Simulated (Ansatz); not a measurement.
# Decaying states in the gap of K2LiCl3, part 2 of 3

A new crystal, K2LiCl3: structure, gap and complex bands. It is built by putting Li for Na in the K2NaCl3 structure of space group P-3m1, with the volume rescaled by atomic radii. The parent structure comes from the Materials Project.

Ansatz 0.2.0; r2SCAN DFT, plane waves, PAW files (the session's first sound run).

So far, gap on the k-mesh (eV): step 3 (the bulk crystal and its band edges) 5.86.

The structure was built from a prototype and need not be the compound's stable phase.

### 4. Decaying states in the gap

This step: r2SCAN DFT, plane waves, PAW files; complex bands by layer matching along the plane's normal (Ansatz 0.2.0).

The same crystal is laid in a cell whose first two vectors span the (001) plane (indices of the standard conventional cell, whose axes can be ordered otherwise than in the bulk input). At fixed energy and wavevector in the plane the solver finds all kz, real and complex. A few wavevectors are listed, (0, 0) and (0.5, 0) in units of the plane's reciprocal vectors; the slowest state needn't be among them.

Contents of input.yaml:

```yaml
crystal:
  lattice:
    - [4.133285928, 0.0, 0.0]
    - [2.066642964, 3.579530614, 0.0]
    - [0.0, 0.0, 10.535084979]
  atoms:
    - { symbol: K, position: [0.6666666667, 0.6666666667, 0.6848287943] }
    - { symbol: K, position: [0.3333333333, 0.3333333333, 0.3151712057] }
    - { symbol: Li, position: [0.0, 0.0, 0.0] }
    - { symbol: Cl, position: [0.6666666667, 0.6666666667, 0.1297295142] }
    - { symbol: Cl, position: [0.3333333333, 0.3333333333, 0.8702704858] }
    - { symbol: Cl, position: [0.0, 0.0, 0.5] }
kpoints:
  mp_grid: { grid: [6, 6, 2] }
scf:
  occupations: { method: fixed }
hamiltonian:
  xc: r2scan
output:
  eigenvalues: true
  transmission:
    leads: [[0, 0]]
    kpoints: [[0.0, 0.0], [0.5, 0.0]]
    e_range: [-1.0, 6.86]
    de: 0.2
```

The run is started by

```sh
$ ansatz run input.yaml --threads 2 --pin off --max-ram 4096MiB --backend cpu --events-out ev --progress --plain --runs-dir out
```

Numbers of over 12 decimals in the logs are rounded to 6 here.

The program printed:

```text
[...]
Crystal: 6 atoms, lattice volume = 155.869 Å³
Basis set: ecut = 500 eV, 3981 PW (Γ), exchange–correlation on 128×128×320 points (64 copies of the dense FFT grid, shifted against one another)
Bands: 27, of which v1, the nominal top of the filled ones, is band 21 counted from 1 (20 counted from 0)
Symmetry: 12 space group operations
[...]
k-points: 14 of 72
[...]
SCF iter   1: F=—  HF=-6553.333454 eV  |F-HF|=—  |Δ(HF+E_count)|=         —  Δρ=4.12e-3  dr2=1.65e-2  dr2_τ=4.83e-3  ethr=1.77e-3  ⟨swp⟩=4.8  Hψ=1616  notcnv=0  defer=51
[...]
SCF iter   6: F=-6553.385811 eV  HF=-6553.385811 eV  |F-HF|=7.68e-9  |Δ(HF+E_count)|=   2.54e-7  Δρ=4.06e-6  dr2=2.58e-8  dr2_τ=7.49e-9  ethr=2.38e-10  ⟨swp⟩=12.6  Hψ=2039  notcnv=0
SCF 1 converged in 6 iterations: F = -6553.385811 eV  dr2 = 2.58e-8
[...]
transmission: 15 of 30 steps passed
transmission: 30 of 30 steps passed
SCF converged after 6 iterations
Free energy (F): -6553.385811 eV
[...]
Internal energy: -6553.385811 eV  (E = F + TS)
E sigma→0 (E₀):  -6553.385811 eV
Fermi energy:    0.860832 eV
[...]
--- Band table (eV; the first three rows and the last of 14) ---
  k-point 0: bands = [... 17 lower, 0.6002, 0.8003, 0.8003, 0.8608, 6.7201, 8.1227, 8.7570, 9.0371, ... 2 higher]
  k-point 1: bands = [... 17 lower, 0.7066, 0.7066, 0.7365, 0.7365, 7.2769, 7.5210, 8.4459, 9.0350, ... 2 higher]
  k-point 2: bands = [... 17 lower, 0.5239, 0.5741, 0.7743, 0.8218, 7.3384, 8.5435, 8.8316, 9.1572, ... 2 higher]
  k-point 13: bands = [... 17 lower, 0.0563, 0.1469, 0.6453, 0.6453, 9.0874, 9.4221, 9.4221, 9.6560, ... 2 higher]
--- Transmission ---
  basis      : 151 plane waves across, 15 finite elements along
  points     : 2, as listed
  energies   : 40 from -1.000000 to 6.800000 eV about the Fermi level, 0.200000 eV apart; the leads are filled to 2.929639 eV, and channels, transmission and decay are at 3.000000 eV
  crystal 0  : K2Cl3Li1, at the sites [0, 0], period 10.5351 Å: whole cells are its period
    offset         : up to 0.0000 Å between an atom of the period and one for which it stands
    channels       : 0.000000e0 a spin
    conductance    : none, the energies end too early or step too widely for 300 K: set another output.transmission.e_range or a lower de, or, where they end at an eighth of basis.ecutwfc, a higher one
    slowest decay  : 0.4281 /Å at (0.0000, 0.0000)
```

Run time: 16 s. Hardware: 2 threads of Intel Xeon Platinum 8175M at 2.50GHz (Skylake/Cascade Lake), shared host; peak memory 0.88 GiB; 31 s of CPU time.

This step gave:

| Quantity | Value |
| --- | --- |
| level to which the leads are filled | 2.930 eV from the Fermi level |
| decay constant at the filling level, zone centre | 0.4281 Å⁻¹ |
| decay constant at the filling level, slowest listed point | 0.4281 Å⁻¹ |

K parallel (0, 0); values up to 1.5 1/Å, a degenerate pair printed once or twice; energies at which all values exceed this have no row. Im kz of the slowest decaying states against energy, zero at the highest filled level on the SCF mesh:

| energy (eV) | decay 1 (Å⁻¹) | decay 2 (Å⁻¹) | decay 3 (Å⁻¹) | decay 4 (Å⁻¹) |
| --- | --- | --- | --- | --- |
| -1.000 | 0.695 | 1.33 | 1.35 | 1.41 |
| -0.600 | 0.105 | 0.461 | 1.31 | 1.32 |
| 0.000 | 0.00559 | 0.242 | 1.28 | 1.29 |
| 0.400 | 0.261 | 0.562 | 1.25 | 1.27 |
| 1.000 | 0.362 | 0.729 | 1.21 | 1.24 |
| 1.400 | 0.397 | 0.789 | 1.18 | 1.22 |
| 2.000 | 0.425 | 0.844 | 1.13 | 1.17 |
| 2.400 | 0.432 | 0.866 | 1.10 | 1.13 |
| 3.000 | 0.428 | 0.883 | 1.05 | 1.08 |
| 3.400 | 0.417 | 0.885 | 1.01 | 1.05 |
| 4.000 | 0.387 | 0.877 | 0.953 | 0.995 |
| 4.400 | 0.357 | 0.865 | 0.913 | 0.961 |
| 5.000 | 0.290 | 0.838 | 0.849 | 0.909 |
| 5.400 | 0.220 | 0.802 | 0.815 | 0.873 |
| 6.000 | 0.724 | 0.772 | 0.815 | 0.925 |
| 6.400 | 0.662 | 0.738 | 0.774 | 0.883 |

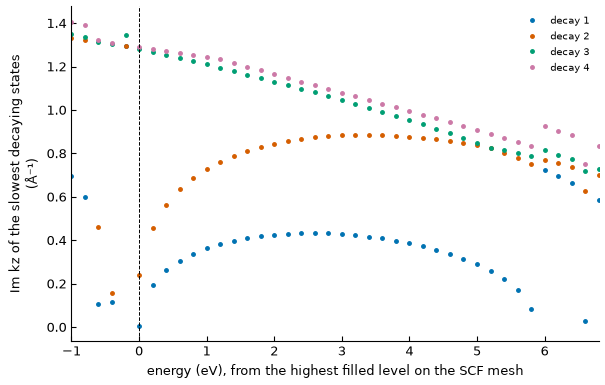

Im kz of the slowest decaying states, plotted against energy.

K parallel (0.5, 0); values up to 1.5 1/Å, a degenerate pair printed once or twice; energies at which all values exceed this have no row. Table of Im kz of the slowest decaying states by energy, zero at the highest filled level on the SCF mesh:

| energy (eV) | decay 1 (Å⁻¹) | decay 2 (Å⁻¹) | decay 3 (Å⁻¹) | decay 4 (Å⁻¹) |
| --- | --- | --- | --- | --- |
| -1.00 | 0.184 | 0.524 | 0.764 | 1.21 |
| 0.00 | 0.361 | 0.431 | 0.666 | 1.09 |
| 1.00 | 0.526 | 0.767 | 0.785 | 1.04 |
| 2.00 | 0.584 | 0.791 | 0.878 | 0.980 |
| 3.00 | 0.595 | 0.768 | 0.911 | 0.928 |
| 4.00 | 0.572 | 0.724 | 0.837 | 0.944 |
| 5.00 | 0.513 | 0.660 | 0.756 | 0.934 |
| 6.00 | 0.403 | 0.566 | 0.666 | 0.900 |

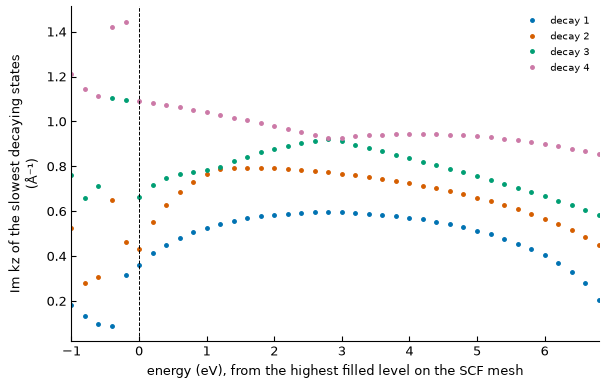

Im kz of the slowest decaying states, plotted against energy.

At the listed wavevectors the last open channel is at -0.20 eV and the next at +6.00 eV on the grid. At +3.00 eV, the grid energy nearest the filling level (the middle of the gap on the SCF mesh), the slowest state at the listed wavevectors decays with κ = 0.428 Å⁻¹, its amplitude falling by e over 2.3 Å. Through 1 nm of this crystal that state's transmission falls by exp(−2 × 0.428 Å⁻¹ × 10 Å) = 1.9e-4.

### 5. Decay over the two-dimensional zone

The listed points could miss the slowest state, so one energy near mid-gap is solved on a mesh of 12×12.

input.yaml: that of step 4 with these lines changed.

```diff
@@ -20,6 +20,2 @@
   eigenvalues: true
-  transmission:
-    leads: [[0, 0]]
-    kpoints: [[0.0, 0.0], [0.5, 0.0]]
-    e_range: [-1.0, 6.86]
-    de: 0.2
+  transmission: { leads: [[0, 0]], kmesh: [12, 12], e_range: [2.93, 2.94], de: 0.05 }
```

The program printed:

```text
[...]
Crystal: 6 atoms, lattice volume = 155.869 Å³
Basis set: ecut = 500 eV, 3981 PW (Γ), exchange–correlation on 128×128×320 points (64 copies of the dense FFT grid, shifted against one another)
Bands: 27, of which v1, the nominal top of the filled ones, is band 21 counted from 1 (20 counted from 0)
Symmetry: 12 space group operations
[...]
k-points: 14 of 72
[...]
SCF iter   1: F=—  HF=-6553.333454 eV  |F-HF|=—  |Δ(HF+E_count)|=         —  Δρ=4.12e-3  dr2=1.65e-2  dr2_τ=4.83e-3  ethr=1.77e-3  ⟨swp⟩=4.8  Hψ=1616  notcnv=0  defer=51
[...]
SCF iter   6: F=-6553.385811 eV  HF=-6553.385811 eV  |F-HF|=7.68e-9  |Δ(HF+E_count)|=   2.54e-7  Δρ=4.06e-6  dr2=2.58e-8  dr2_τ=7.49e-9  ethr=2.38e-10  ⟨swp⟩=12.6  Hψ=2039  notcnv=0
SCF 1 converged in 6 iterations: F = -6553.385811 eV  dr2 = 2.58e-8
[...]
transmission: 60 of 285 steps passed
transmission: 120 of 285 steps passed
[...]
transmission: 285 of 285 steps passed
SCF converged after 6 iterations
Free energy (F): -6553.385811 eV
[...]
Internal energy: -6553.385811 eV  (E = F + TS)
E sigma→0 (E₀):  -6553.385811 eV
Fermi energy:    0.860832 eV
[...]
--- Band table (eV; the first three rows and the last of 14) ---
  k-point 0: bands = [... 17 lower, 0.6002, 0.8003, 0.8003, 0.8608, 6.7201, 8.1227, 8.7570, 9.0371, ... 2 higher]
  k-point 1: bands = [... 17 lower, 0.7066, 0.7066, 0.7365, 0.7365, 7.2769, 7.5210, 8.4459, 9.0350, ... 2 higher]
  k-point 2: bands = [... 17 lower, 0.5239, 0.5741, 0.7743, 0.8218, 7.3384, 8.5435, 8.8316, 9.1572, ... 2 higher]
  k-point 13: bands = [... 17 lower, 0.0563, 0.1469, 0.6453, 0.6453, 9.0874, 9.4221, 9.4221, 9.6560, ... 2 higher]
--- Transmission ---
  basis      : 151 plane waves across, 15 finite elements along
  points     : 19, standing for a mesh of 12 x 12
  energies   : 1 from 2.930000 to 2.930000 eV about the Fermi level; the leads are filled to 2.929639 eV, and channels, transmission and decay are at 2.930000 eV
  crystal 0  : K2Cl3Li1, at the sites [0, 0], period 10.5351 Å: whole cells are its period
[...]
channels       : 0.000000e0 a spin
    conductance    : none, crystal 0 has no channel at the energies, or these end too early or step too widely for 300 K: set another output.transmission.e_range or a lower de, or, where they end at an eighth of basis.ecutwfc, a higher one
    slowest decay  : 0.4293 /Å at (0.0000, 0.0000)
```

Run time: 17 s. Hardware: 2 threads; peak memory 0.96 GiB.

This step gave:

* least decay constant on the mesh: 0.4293 Å⁻¹

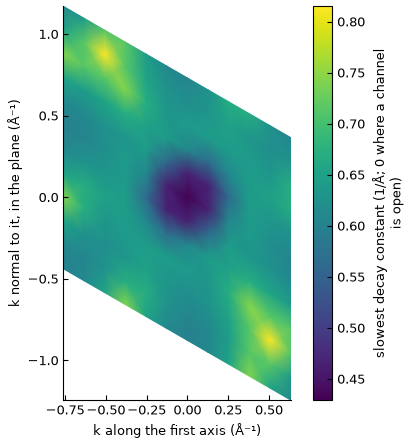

Slowest decay constant (1/Å; 0 where a channel is open) over k1 and k2. At 2.9300 eV from the Fermi level.

The least value on the mesh is 0.429 Å⁻¹ at +2.93 eV. At that energy the listed points give about 0.429 Å⁻¹ by interpolation, so the mesh holds no clearly slower state.

### 6. Band edges at another level, cutoff 420 eV

This step: PBE DFT, plane waves, PAW files (Ansatz 0.2.0).

The edges again with PBE, at the same atoms. Against that run the cutoff is 420 eV against 500.

Contents of input.yaml:

```yaml
crystal:
  lattice:
    - [4.1332859277, 0.0, 0.0]
    - [-2.0666429638, 3.5795306145, 0.0]
    - [0.0, 0.0, 10.5350849794]
  atoms:
    - { symbol: K, position: [0.3333333333, 0.6666666667, 0.6848287943] }
    - { symbol: K, position: [0.6666666667, 0.3333333333, 0.3151712057] }
    - { symbol: Li, position: [0.0, 0.0, 0.0] }
    - { symbol: Cl, position: [0.3333333333, 0.6666666667, 0.1297295142] }
    - { symbol: Cl, position: [0.6666666667, 0.3333333333, 0.8702704858] }
    - { symbol: Cl, position: [0.0, 0.0, 0.5] }
kpoints:
  mp_grid: { grid: [6, 6, 4] }
  band_path: { path: [VBM, CBM], npoints: 30 }
scf:
  occupations: { method: fixed }
hamiltonian:
  xc: pbe
output:
  eigenvalues: true
```

The program printed:

```text
[...]
Crystal: 6 atoms, lattice volume = 155.869 Å³
Basis set: ecut = 420 eV, 3035 PW (Γ)
Bands: 27, of which v1, the nominal top of the filled ones, is band 21 counted from 1 (20 counted from 0)
Symmetry: 12 space group operations
[...]
k-points: 24 of 144
[...]
SCF iter   1: F=—  HF=-6529.913186 eV  |F-HF|=—  |Δ(HF+E_count)|=         —  Δρ=5.58e-4  dr2=2.55e-3  ethr=1.77e-3  ⟨swp⟩=4.6  Hψ=2530  notcnv=0  defer=88
[...]
SCF iter   6: F=-6529.909871 eV  HF=-6529.909871 eV  |F-HF|=3.04e-10  |Δ(HF+E_count)|=   4.60e-7  Δρ=4.08e-6  dr2=3.21e-8  ethr=2.38e-10  ⟨swp⟩=12.2  Hψ=3422  notcnv=0
SCF 1 converged in 6 iterations: F = -6529.909871 eV  dr2 = 3.21e-8
[...]
SCF converged after 6 iterations
Free energy (F): -6529.909871 eV
[...]
Internal energy: -6529.909871 eV  (E = F + TS)
E sigma→0 (E₀):  -6529.909871 eV
Fermi energy:    1.257042 eV
[...]
--- Band table (eV; the first three rows and the last of 24) ---
  k-point 0: bands = [... 17 lower, 1.0064, 1.2054, 1.2054, 1.2570, 6.4587, 7.8431, 8.4908, 8.8605, ... 2 higher]
  k-point 1: bands = [... 17 lower, 1.0545, 1.1625, 1.1846, 1.1846, 6.6440, 7.6557, 8.2872, 8.8524, ... 2 higher]
  k-point 2: bands = [... 17 lower, 1.1181, 1.1181, 1.1375, 1.1375, 7.0443, 7.2108, 8.2053, 8.8553, ... 2 higher]
  k-point 23: bands = [... 17 lower, 0.4635, 0.5647, 1.0464, 1.0464, 8.9345, 9.2791, 9.2791, 9.4992, ... 2 higher]
```

It took 7.5 s on 2 threads; peak memory 0.47 GiB.

Numbers from this step:

| Property | Result |
| --- | --- |
| free energy | -6529.9099 eV |
| Fermi energy | 1.257 eV |
| gap on the k-mesh | 5.202 eV |
| gap on path | 5.202 eV, by band count; negative where bands overlap |
| direct gap on path | 5.202 eV |

Levels at VBM (eV): -1.37, -1.11, -0.32, -0.32, -0.25, -0.25, -0.05, -0.05, 0.00, 5.20, 6.59, 7.23, 7.60, 7.75.

The searched edges give 5.20 eV, as on the mesh.

Between step 3 and this run (PBE and cutoff 420 eV) the value for the gap on the k-mesh moves from 5.86 eV to 5.20 eV.

### 7. Complex bands at another level, cutoff 420 eV

This step: PBE DFT, plane waves, PAW files; complex bands by layer matching along the plane's normal (Ansatz 0.2.0).

The complex bands at that level, over its own gap, at (0, 0) and (0.5, 0).

Contents of input.yaml:

```yaml
crystal:
  lattice:
    - [4.133285928, 0.0, 0.0]
    - [2.066642964, 3.579530614, 0.0]
    - [0.0, 0.0, 10.535084979]
  atoms:
    - { symbol: K, position: [0.6666666667, 0.6666666667, 0.6848287943] }
    - { symbol: K, position: [0.3333333333, 0.3333333333, 0.3151712057] }
    - { symbol: Li, position: [0.0, 0.0, 0.0] }
    - { symbol: Cl, position: [0.6666666667, 0.6666666667, 0.1297295142] }
    - { symbol: Cl, position: [0.3333333333, 0.3333333333, 0.8702704858] }
    - { symbol: Cl, position: [0.0, 0.0, 0.5] }
kpoints:
  mp_grid: { grid: [6, 6, 2] }
scf:
  occupations: { method: fixed }
hamiltonian:
  xc: pbe
output:
  eigenvalues: true
  transmission:
    leads: [[0, 0]]
    kpoints: [[0.0, 0.0], [0.5, 0.0]]
    e_range: [-1.0, 6.2]
    de: 0.18
```

The program printed:

```text
[...]
Crystal: 6 atoms, lattice volume = 155.869 Å³
Basis set: ecut = 420 eV, 3035 PW (Γ)
Bands: 27, of which v1, the nominal top of the filled ones, is band 21 counted from 1 (20 counted from 0)
Symmetry: 12 space group operations
[...]
k-points: 14 of 72
[...]
SCF iter   1: F=—  HF=-6529.913094 eV  |F-HF|=—  |Δ(HF+E_count)|=         —  Δρ=5.46e-4  dr2=2.52e-3  ethr=1.77e-3  ⟨swp⟩=4.6  Hψ=1477  notcnv=0  defer=52
[...]
SCF iter   6: F=-6529.909867 eV  HF=-6529.909867 eV  |F-HF|=2.69e-9  |Δ(HF+E_count)|=   4.46e-7  Δρ=3.80e-6  dr2=2.77e-8  ethr=2.38e-10  ⟨swp⟩=12.7  Hψ=2018  notcnv=0
SCF 1 converged in 6 iterations: F = -6529.909867 eV  dr2 = 2.77e-8
[...]
transmission: 18 of 36 steps passed
transmission: 36 of 36 steps passed
SCF converged after 6 iterations
Free energy (F): -6529.909867 eV
[...]
Internal energy: -6529.909867 eV  (E = F + TS)
E sigma→0 (E₀):  -6529.909867 eV
Fermi energy:    1.257039 eV
[...]
--- Band table (eV; the first three rows and the last of 14) ---
  k-point 0: bands = [... 17 lower, 1.0064, 1.2054, 1.2054, 1.2570, 6.4587, 7.8431, 8.4908, 8.8605, ... 2 higher]
  k-point 1: bands = [... 17 lower, 1.1181, 1.1181, 1.1375, 1.1375, 7.0443, 7.2108, 8.2053, 8.8553, ... 2 higher]
  k-point 2: bands = [... 17 lower, 0.9263, 0.9828, 1.1806, 1.2165, 7.0814, 8.2649, 8.6510, 8.9003, ... 2 higher]
  k-point 13: bands = [... 17 lower, 0.4635, 0.5647, 1.0464, 1.0464, 8.9345, 9.2791, 9.2791, 9.4992, ... 2 higher]
--- Transmission ---
  basis      : 121 plane waves across, 18 finite elements along
  points     : 2, as listed
[...]
crystal 0  : K2Cl3Li1, at the sites [0, 0], period 10.5351 Å: whole cells are its period
[...]
channels       : 0.000000e0 a spin
[...]
slowest decay  : 0.4041 /Å at (0.0000, 0.0000)
```

It took 15 s on 2 threads; peak memory 0.55 GiB.

This step gave:

| Property | Result |
| --- | --- |
| level to which the leads are filled | 2.601 eV from the Fermi level |
| decay constant at the filling level, zone centre | 0.4041 Å⁻¹ |
| decay constant at the filling level, slowest listed point | 0.4041 Å⁻¹ |

K parallel (0, 0); values up to 1.5 1/Å, a degenerate pair printed once or twice; energies at which all values exceed this have no row. Table of Im kz of the slowest decaying states by energy, zero at the highest filled level on the SCF mesh:

| energy (eV) | decay 1 (Å⁻¹) | decay 2 (Å⁻¹) | decay 3 (Å⁻¹) | decay 4 (Å⁻¹) |
| --- | --- | --- | --- | --- |
| -1.000 | 0.704 | 1.30 | 1.33 | 1.38 |
| -0.460 | 0.111 | 0.321 | 1.28 | 1.30 |
| 0.080 | 0.126 | 0.343 | 1.25 | 1.26 |
| 0.440 | 0.264 | 0.576 | 1.23 | 1.24 |
| 0.980 | 0.349 | 0.723 | 1.19 | 1.21 |
| 1.520 | 0.389 | 0.800 | 1.15 | 1.17 |
| 2.060 | 0.405 | 0.844 | 1.10 | 1.12 |
| 2.420 | 0.406 | 0.862 | 1.07 | 1.08 |
| 2.960 | 0.395 | 0.873 | 1.02 | 1.03 |
| 3.500 | 0.368 | 0.870 | 0.967 | 0.985 |
| 4.040 | 0.323 | 0.856 | 0.912 | 0.936 |
| 4.580 | 0.250 | 0.831 | 0.853 | 0.887 |
| 4.940 | 0.168 | 0.809 | 0.810 | 0.853 |
| 5.480 | 0.737 | 0.770 | 0.798 | 0.904 |
| 6.020 | 0.649 | 0.721 | 0.738 | 0.841 |

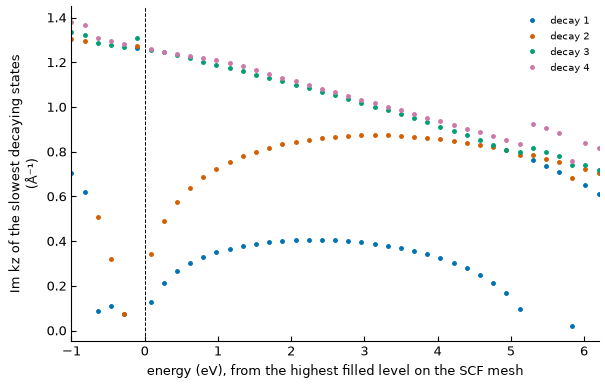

Im kz of the slowest decaying states, plotted against energy.

K parallel (0.5, 0); values up to 1.5 1/Å, a degenerate pair printed once or twice; energies at which all values exceed this have no row. Table of Im kz of the slowest decaying states by energy, zero at the highest filled level on the SCF mesh:

| energy (eV) | decay 1 (Å⁻¹) | decay 2 (Å⁻¹) | decay 3 (Å⁻¹) | decay 4 (Å⁻¹) |
| --- | --- | --- | --- | --- |
| -1.000 | 0.153 | 0.533 | 0.724 | 1.19 |
| -0.460 | 0.225 | 0.676 | 1.11 | 1.37 |
| 0.080 | 0.376 | 0.475 | 0.695 | 1.07 |
| 0.440 | 0.450 | 0.632 | 0.754 | 1.05 |
| 0.980 | 0.516 | 0.754 | 0.784 | 1.02 |
| 1.520 | 0.553 | 0.790 | 0.824 | 0.982 |
| 2.060 | 0.573 | 0.784 | 0.869 | 0.944 |
| 2.420 | 0.578 | 0.775 | 0.889 | 0.918 |
| 2.960 | 0.577 | 0.757 | 0.877 | 0.908 |
| 3.500 | 0.564 | 0.731 | 0.833 | 0.917 |
| 4.040 | 0.541 | 0.699 | 0.787 | 0.917 |
| 4.580 | 0.506 | 0.660 | 0.738 | 0.909 |
| 4.940 | 0.475 | 0.628 | 0.703 | 0.899 |
| 5.480 | 0.410 | 0.571 | 0.648 | 0.878 |
| 6.020 | 0.308 | 0.496 | 0.587 | 0.848 |

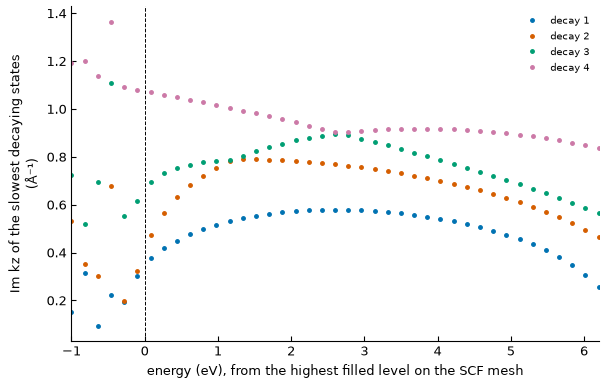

Im kz of the slowest decaying states against energy.

At the listed wavevectors the last open channel is at -0.10 eV and the next at +5.30 eV on the grid. At +2.60 eV, the grid energy nearest the filling level (the middle of the gap on the SCF mesh), the slowest state at the listed wavevectors decays with κ = 0.404 Å⁻¹, its amplitude falling by e over 2.5 Å; the first such run, plane (001), gave 0.428 Å⁻¹.

(Part 2 of 3 ends here.)

[Logs are printed without paths, hosts, clocks, repeated set-up lines and the standing remarks that a program may print on its own settings, such as how far it seeks lower states.]

[Hosts, paths, dates, database ids (printed as entryN), source tags and the programs' standing remarks are cut or masked in the printed files.]

[New means built here by substitution; the compound itself may be known and measured.]
